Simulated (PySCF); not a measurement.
# C$_{3}$H$_{7}$FOSi (SMILES FC/C=C\O[SiH3]): what the fields show

Input

```
{"job": {"kind": "uv", "xc": "CAM-B3LYP", "basis": "def2-SVPD", "ip": true}, "charge": 0, "multiplicity": 1}
F     -2.537090    -1.802687    -0.645559
C     -2.024333    -0.523053    -0.639276
C     -1.333492    -0.242208     0.647609
C     -0.068904     0.178388     0.745530
O      0.708394     0.427219    -0.331146
Si     2.385712     0.523711    -0.340945
H     -1.325355    -0.412027    -1.483037
H     -2.868275     0.173995    -0.792546
H     -1.896845    -0.390947     1.572369
H      0.389626     0.370192     1.725688
H      2.837428     1.277101     0.868007
H      2.747002     1.243546    -1.588592
H      2.990327    -0.840063    -0.328195
```

Run with:

```sh
OMP_NUM_THREADS=1 python probes_run.py task.json out
```

Geometry: PBE0-D3(BJ)/def2-SVP.

All numbers below come from CAM-B3LYP/def2-SVPD, SCF density, gas phase in PySCF 2.14.0.

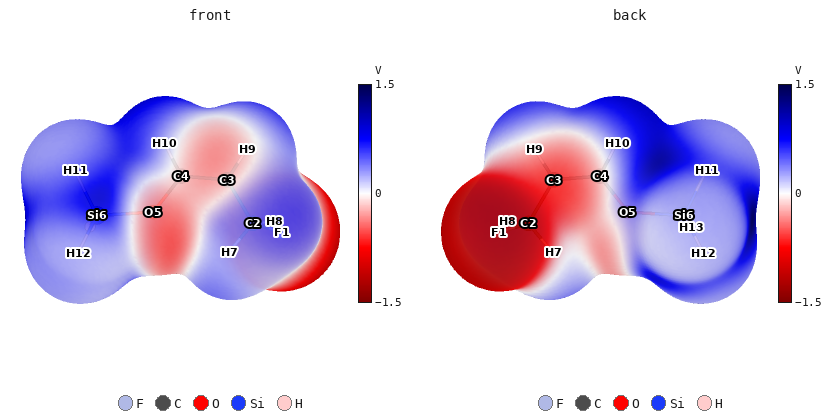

Figure 1. The electrostatic potential painted on the density surface at 0.001 e/bohr³, seen from the front and from behind; the colour scale runs from red (negative) to blue (positive).

Which sites attract a positive test charge, and which a negative one?

A positive charge is drawn to the negative regions and a negative charge to the positive ones. The most negative region (about −1.2 V) lies over F1, the most positive (about +1.3 V) over Si6.

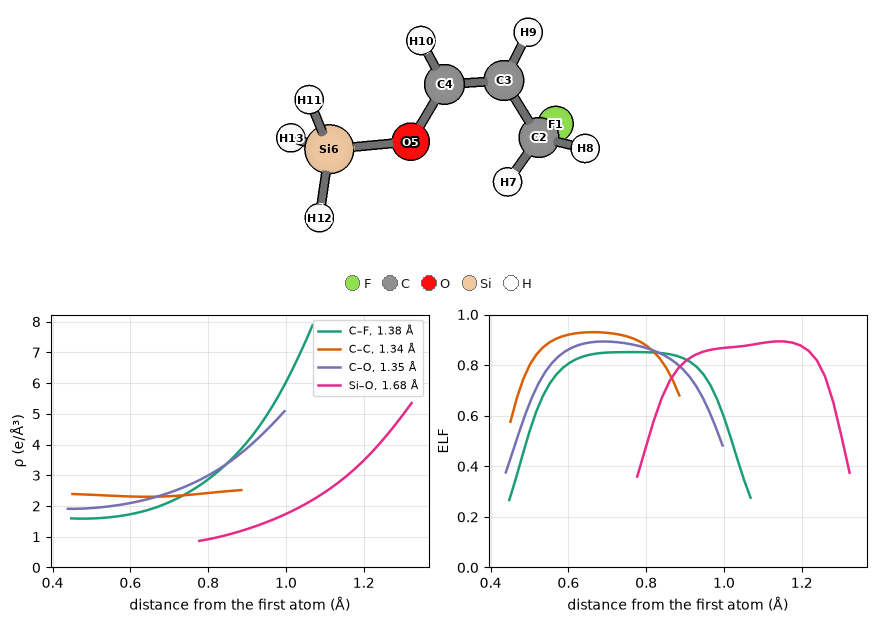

Figure 2. Total electron density and ELF along straight lines between neighbouring atoms. The curves leave out the atomic cores. The structure is drawn too.

What can be read from the curves?

C–F (1.38 Å): the density is about 2.1 e/Å³ at the midpoint, with its minimum of 1.6 e/Å³ about 0.5 Å from C; the ELF peaks at about 0.85 between the atoms: a shared but strongly polarised pair.
C–C (1.34 Å): ρ is about 2.3 e/Å³ halfway; the ELF peaks at about 0.95 between the atoms: a short, multiple covalent bond.
C–O (1.35 Å): ρ at the midpoint is about 2.3 e/Å³, with its minimum of 1.9 e/Å³ about 0.5 Å from C; the ELF peaks at about 0.90 between the atoms (a polar covalent bond).
Si–O (1.68 Å): ρ is about 1 e/Å³ halfway; the ELF peaks at about 0.90 between the atoms, as expected for a polar covalent bond.
